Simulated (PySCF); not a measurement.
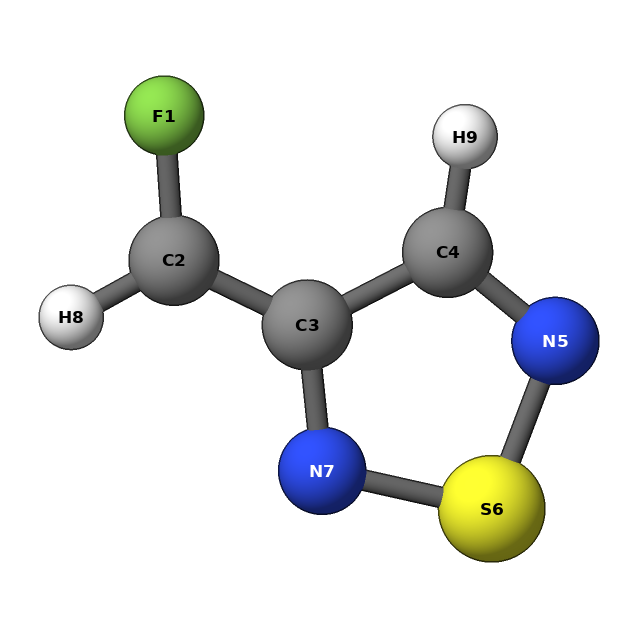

The questions are on Mulliken spin populations. The species is neutral and a spin doublet. The geometry was computed by an optimisation with GFN2-xTB. No frequency run is at hand to confirm it as a minimum. Method: UKS B3LYP, pcH-1 on C F H N S, non-relativistic (PySCF 2.14.0).

### Which atom carries the largest spin population?

C2 (0.67 e).

### Which atom has the lowest spin population?

C3 (−0.17 e); a negative value comes from spin polarisation.

Give the Mulliken spin populations atom by atom.

| atom | value (e) |
| --- | --- |
| F1 | 0.05 |
| C2 | 0.67 |
| C3 | −0.17 |
| C4 | 0.11 |
| N5 | −0.08 |
| S6 | 0.14 |
| N7 | 0.31 |
| H8 | −0.03 |
| H9 | 0.00 |

Mulliken values depend strongly on the basis set.
